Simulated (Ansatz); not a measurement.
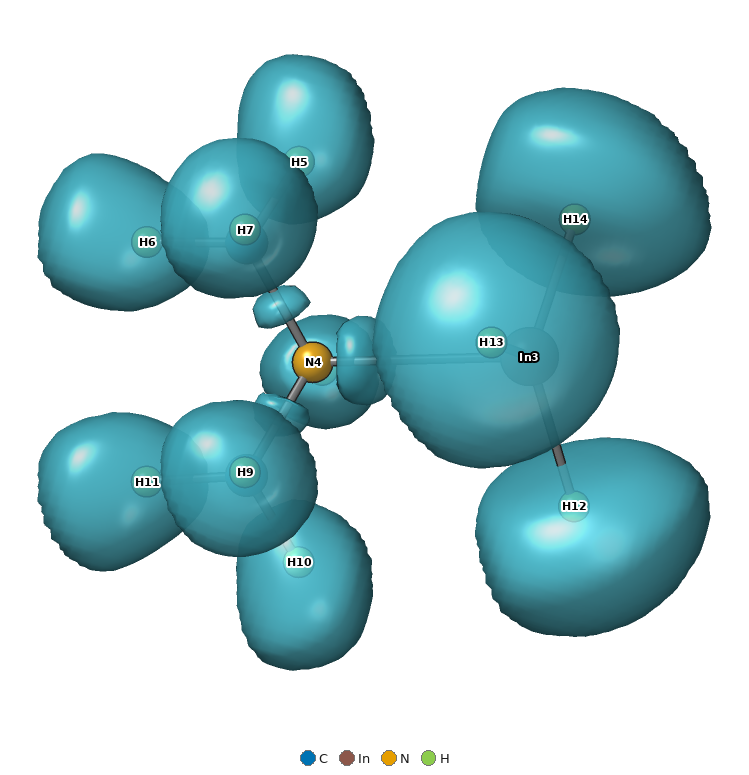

C2H10InN. Isosurface of the ELF at 0.85 (cyan), seen across its widest extent. Core shells and regions of very low density are left out.

Geometry: PBE0-D4/def2-SVP; core potentials replace the inner electrons of In.

The calculation used Ansatz, isolated molecule in a Gaussian basis; Kohn-Sham density functional theory, functional PBE0.

```xyz
14

C    -0.1162    1.2172   -0.9025
C     0.0373    0.5304    1.4286
In    0.3262   -1.9495   -0.5940
N    -0.4487    0.2044    0.0928
H    -0.5416    0.9349   -1.8753
H    -0.4880    2.2193   -0.6213
H     0.9769    1.2708   -1.0139
H    -1.4618    0.0901    0.1258
H     1.1371    0.5541    1.4184
H    -0.2773   -0.2476    2.1377
H    -0.3297    1.5117    1.7804
H    -0.3175   -2.8376    0.7637
H     2.0207   -1.5320   -0.5971
H    -0.5302   -1.9954   -2.1142
```

What do the ELF domains correspond to?

Answer. At this value the surface marks out two regions between bonded C–N atoms (shared pairs), ten regions around hydrogen nuclei and one lobe of the valence shell of N pointing towards In.

Values along the shortest contacts:
C–N (1.46 Å): the ELF peaks at about 0.95 between the atoms, as expected for localised, covalent bonding. In–N (2.39 Å): the ELF peaks at about 0.95 in the valence shell of N, 0.7 Å from its nucleus, and drops to about 0.10 between the two atoms.
